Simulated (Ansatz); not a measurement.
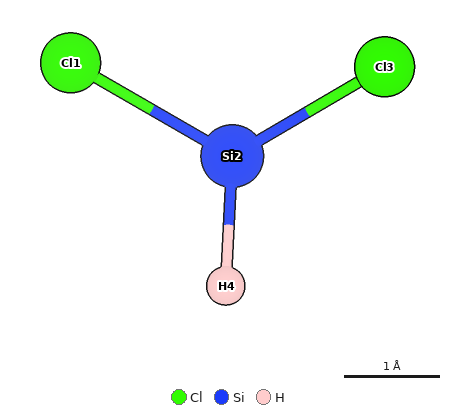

Starting structure of SiHCl2 (multiplicity 2). A ball-and-stick model, seen face on.

The run prepares the start of a later molecular dynamics calculation, from a guessed geometry.

Theory: UHF/def2-SVP in Ansatz 0.2.0.

Input file:
```yaml
crystal:
  periodic: [false, false, false]
  atoms:
    - { symbol: Cl, position_ang: [-1.63388, 0.16599, 0.87695] }
    - { symbol: Si, position_ang: [0.18921, -0.3751, 0.1932] }
    - { symbol: Cl, position_ang: [0.24088, -0.28917, -1.82558] }
    - { symbol: H, position_ang: [1.20379, 0.49829, 0.75543] }
magnetization:
  spin_polarized: true
  initial_magnetization: 1
basis:
  gaussian: { orbitals: def2-SVP }
hamiltonian:
  xc: hf
relax:
  f_tol: 0.02
  max_steps: 40
```

Command:
```bash
ansatz run input.yaml --threads 1 --pin off --max-ram 2048MiB --backend cpu --events-out ev --progress --plain --runs-dir out
```

What does the optimiser find from here?

Answer. Over 3 geometry steps the energy falls by 1.14 kcal/mol. The largest force component goes from 0.96 to 0.0034 eV/Å. The largest move after the best rigid fit is that of Cl1, 0.036 Å. Largest moves by element: Cl 0.036 Å, Si 0.030 Å, H 0.015 Å. Among the contacts that change: Cl1–Si2 2.021 → 2.065 Å, Si2–H4 1.452 → 1.474 Å.

The structure at the end:

```xyz
4

Cl   -1.6605    0.1771    0.8978
Si    0.1956   -0.4027    0.2036
Cl    0.2535   -0.2860   -1.8571
H     1.2115    0.5116    0.7557
```

Limits of the set-up: Hartree-Fock leaves out electron correlation.
